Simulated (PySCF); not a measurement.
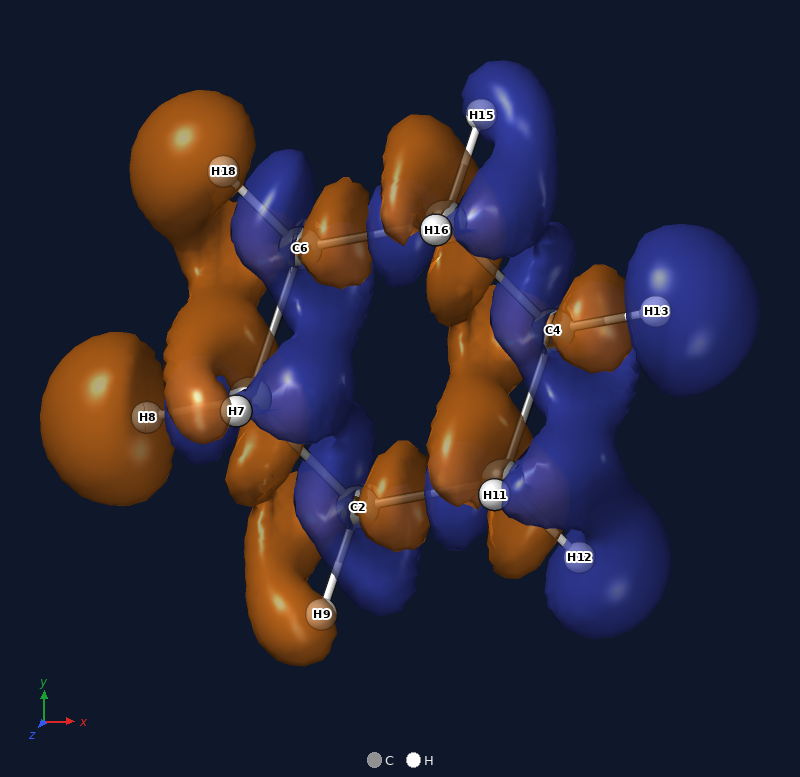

*C₆H₁₂, SMILES `C1CCCCC1`. Change of the electron density in a uniform field of 0.41 V/Å, surfaces at ±0.003 e/Å³ (orange: gain, blue: loss).*

Level of theory: B3LYP/6-31+G* (PySCF), at a geometry from GFN2-xTB. No frequency check shows the geometry to be a minimum. The basis has diffuse s and p functions alone, which still leaves polarisabilities too small, most of all across bonds.

### Along which Cartesian direction does the field point?

Along +x: electrons gather on the −x side, against the field.

### What dipole is induced, and what polarisability does it imply?

The induced dipole is 1.41 D (along the field); α along this axis, from the fields in both directions, is 69 bohr³ (10.3 Å³).

### Which atoms gain and lose the most charge?

Electrons gather most on H8 (Hirshfeld charge changes by −0.018 e) and leave H13 most (+0.017 e); 0.128 electrons are displaced in all.
